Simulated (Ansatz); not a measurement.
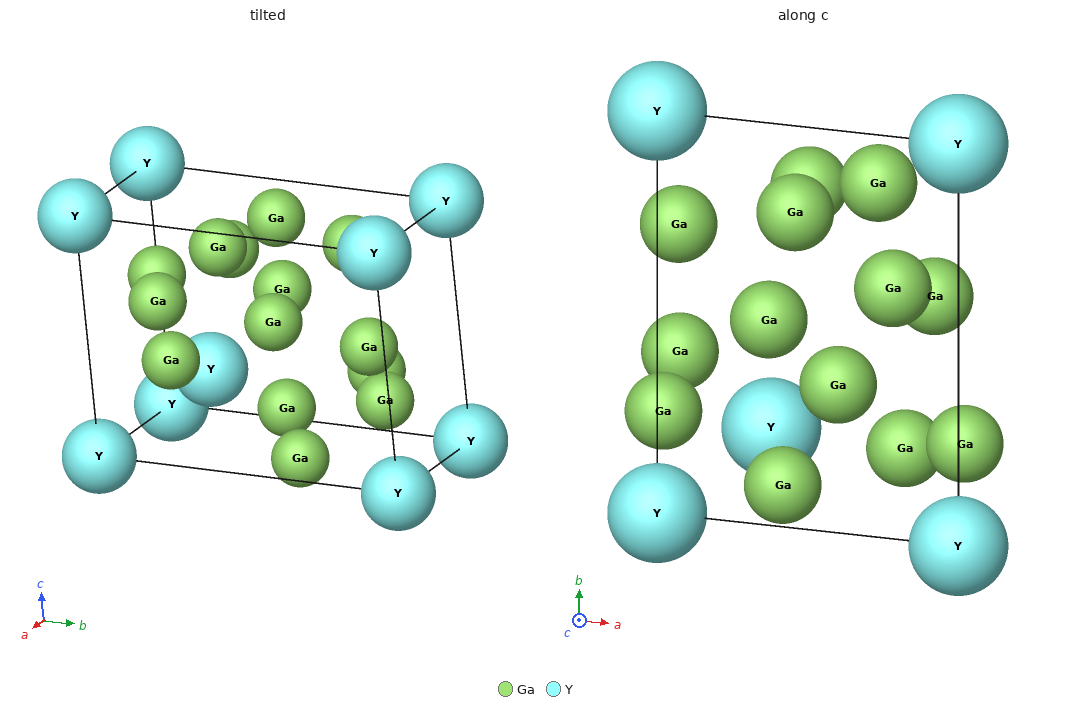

Spheres-only representation of a periodic structure, projected slightly off an axis and along the c axis. The simulation cell is outlined; an atom on or near a face, edge or corner is repeated at each equivalent position.

- Chemical formula YGa$_{6}$.
- There is no symmetry operation other than the lattice translations (P1).
- The atoms show no order inside the cell.
- Content of the cell: 2 Y, 12 Ga (Z = 2).

The picture shows a made-up disordered cell; the geometry isn't optimised. A calculation with Ansatz used it as input.

At this level of theory the cell isn't at rest (forces up to 0.7 eV/Å), so its distances can differ from those at equilibrium, the more so the softer the solid.
